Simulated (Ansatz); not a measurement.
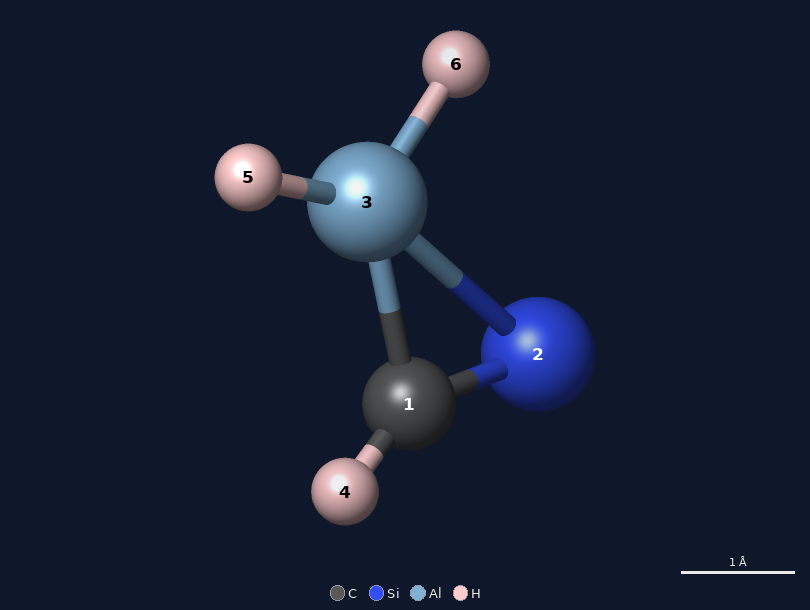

Computed geometry: PBE0-D4/def2-TZVP optimisation. No frequency run is at hand to confirm it as a minimum.

Which atoms are bonded, and how long are the bonds?

```csv
bond,length (Å)
C1–Si2,1.682
C1–Al3,1.943
C1–H4,1.083
Si2–Al3,2.722
Al3–H5,1.581
Al3–H6,1.594
```
